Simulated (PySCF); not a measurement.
Run report: C₄H₁₁N₃, NMR shielding calculation

System: C₄H₁₁N₃.
Method: GIAO PBE0/pcSseg-1 NMR shielding, non-relativistic, gas phase (PySCF 2.14.0).

The geometry comes from this level: GFN2-xTB, MD frame at 425 fs, 200 K. It belongs to a series of runs on one base structure; here: MD frame at 425 fs, 200 K. Figures and captions count atoms from 1; the log counts them from 0 in places.

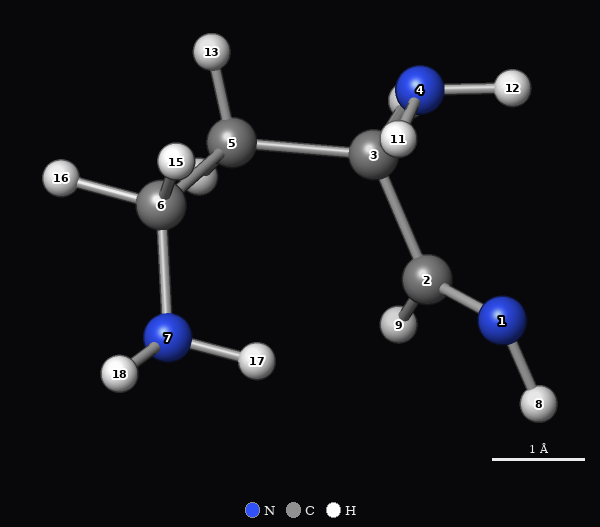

The input geometry (ball-and-stick view, seen at a tilt; atoms are numbered from 1 in the order of the input).

### Results in brief

```json
{"quantity": "outcome", "value": "converged"}
{"quantity": "total energy", "value": "−322.837443 hartree"}
{"quantity": "HOMO", "value": "−6.59 eV"}
{"quantity": "LUMO", "value": "−0.10 eV"}
{"quantity": "dipole moment", "value": "1.29 D"}
{"quantity": "isotropic shielding, N", "value": "−73.2 to 234.1 ppm"}
{"quantity": "isotropic shielding, C", "value": "3.0 to 149.1 ppm"}
{"quantity": "isotropic shielding, H", "value": "21.3 to 31.6 ppm"}
{"quantity": "hardware", "value": "1 CPU thread, shared host"}
{"quantity": "wall time", "value": "16 s"}
{"quantity": "peak memory", "value": "0.87 GiB"}
```

### Input
```
{"job": {"kind": "nmr", "xc": "PBE0", "basis": "pcSseg-1", "pop": false}, "charge": 0, "multiplicity": 1}
N     -1.375400     1.039000     1.078100
C     -1.283000     0.183500     0.175200
C     -0.493100    -1.064000     0.413700
N      0.071100    -1.170900     1.746500
C      0.590000    -1.441300    -0.638100
C      1.784200    -0.495600    -0.740900
N      1.509700     0.846400    -1.211800
H     -1.998900     1.821700     0.842500
H     -1.740900     0.241400    -0.760300
H     -1.258900    -1.896000     0.335800
H      0.729000    -0.385700     1.905400
H     -0.660300    -1.047700     2.431800
H      1.057200    -2.293600    -0.289600
H      0.105700    -1.544000    -1.628700
H      2.432000    -0.513900     0.164400
H      2.456000    -1.016700    -1.519400
H      0.812300     1.247000    -0.607300
H      2.326100     1.418300    -1.267200
```

The first line tells a small driver script what to run in PySCF; the rest is the geometry in Å.

Command:
```bash
OMP_NUM_THREADS=1 python <driver script> task.json out
```

### The program's output
```
coarse grid: 14352 points
cycle   1  E = -322.7316552020  dE =  7.856e-01  |g| = 5.505e-01  |ddm| = 3.673e+00
cycle   2  E = -322.6871685814  dE =  4.449e-02  |g| = 7.322e-01  |ddm| = 1.258e+00
cycle   3  E = -322.7993676022  dE = -1.122e-01  |g| = 1.136e-01  |ddm| = 7.362e-01
cycle   4  E = -322.8017186339  dE = -2.351e-03  |g| = 5.288e-02  |ddm| = 1.273e-01
cycle   5  E = -322.8023204515  dE = -6.018e-04  |g| = 8.597e-03  |ddm| = 5.196e-02
cycle   6  E = -322.8023346845  dE = -1.423e-05  |g| = 2.926e-03  |ddm| = 9.918e-03
cycle   7  E = -322.8023365286  dE = -1.844e-06  |g| = 5.399e-04  |ddm| = 3.073e-03
final grid: 136904 points
cycle   8  E = -322.8374213412  dE = -4.579e-05  |g| = 9.445e-03  |ddm| = 3.240e-02
cycle   9  E = -322.8374133520  dE =  7.989e-06  |g| = 1.132e-02  |ddm| = 1.860e-02
cycle  10  E = -322.8374423356  dE = -2.898e-05  |g| = 1.015e-03  |ddm| = 1.016e-02
cycle  11  E = -322.8374425263  dE = -1.906e-07  |g| = 4.591e-04  |ddm| = 1.151e-03
cycle  12  E = -322.8374425707  dE = -4.440e-08  |g| = 9.941e-05  |ddm| = 4.489e-04
cycle  13  E = -322.8374425727  dE = -2.012e-09  |g| = 3.092e-05  |ddm| = 1.200e-04
cycle  14  E = -322.8374425729  dE = -1.995e-10  |g| = 6.472e-06  |ddm| = 3.468e-05
```

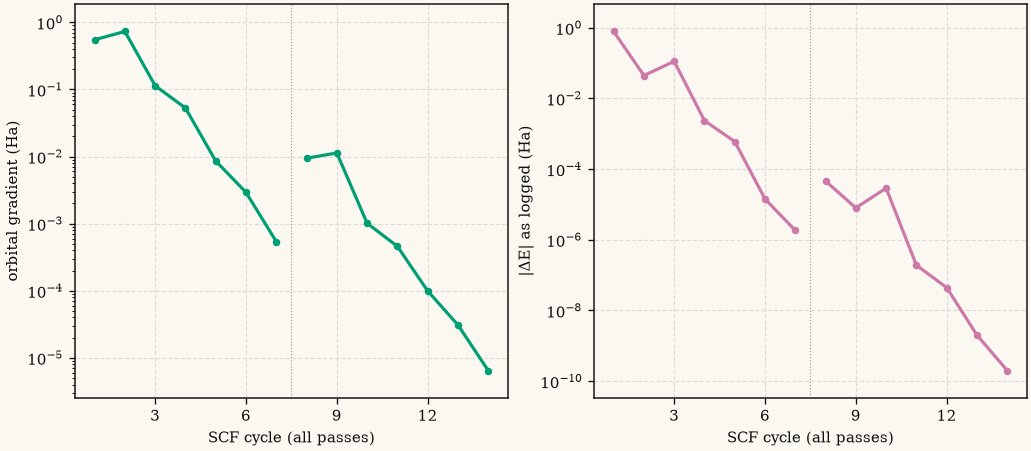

Convergence of the self-consistent field: orbital gradient and size of the energy change against the SCF cycle. The dotted line marks the change from a coarse to the final integration grid. The first 7 cycles use a coarse grid, the final grid takes over at cycle 8, and the field converges after 14 cycles in all.

```
converged SCF energy = -322.8374425729

GIAO shielding tensors (ppm)
atom      isotropic    diamagn.    paramagn.     s11        s22        s33       span
  0 N      -73.154     320.296    -393.450   -388.355    -81.873    250.765    639.121
  1 C        3.048     253.320    -250.272   -109.571    -13.932    132.648    242.220
  2 C      123.798     245.206    -121.408    109.132    120.296    141.966     32.834
  3 N      227.890     316.286     -88.395    200.662    221.012    261.997     61.335
  4 C      149.064     245.683     -96.618    138.032    147.886    161.274     23.242
  5 C      140.899     241.573    -100.674    124.490    129.341    168.866     44.377
  6 N      234.056     318.175     -84.119    197.863    240.126    264.179     66.316
  7 H       21.337      30.247      -8.910     15.209     23.987     24.815      9.606
  8 H       23.521      33.709     -10.187     20.877     23.600     26.087      5.210
  9 H       27.809      29.368      -1.560     23.608     26.683     33.135      9.527
 10 H       30.151      32.425      -2.274     23.687     28.296     38.470     14.783
 11 H       30.498      31.625      -1.127     24.076     26.057     41.361     17.285
 12 H       30.631      31.104      -0.473     26.435     29.537     35.920      9.485
 13 H       28.937      29.516      -0.579     24.290     27.772     34.748     10.458
 14 H       27.886      29.747      -1.861     23.909     27.268     32.482      8.574
 15 H       27.739      26.360       1.379     22.708     26.807     33.703     10.994
 16 H       31.585      34.484      -2.898     21.877     32.355     40.523     18.646
 17 H       31.504      31.393       0.111     24.129     27.828     42.554     18.426
```

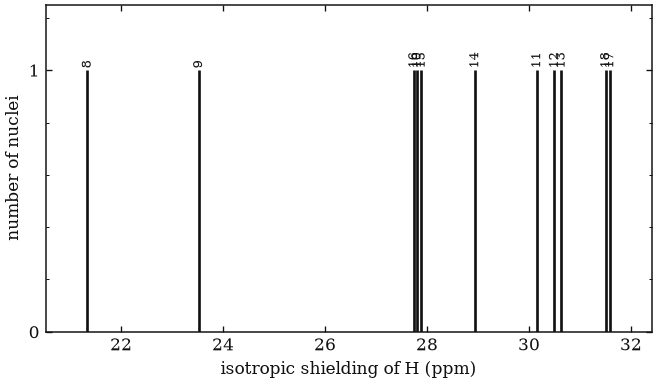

Isotropic shieldings of the hydrogen nuclei in this fixed geometry, labelled by atom number; shielding grows to the right, so chemical shift grows to the left. The least shielded is H8 (21.3 ppm), the most shielded H17 (31.6 ppm).
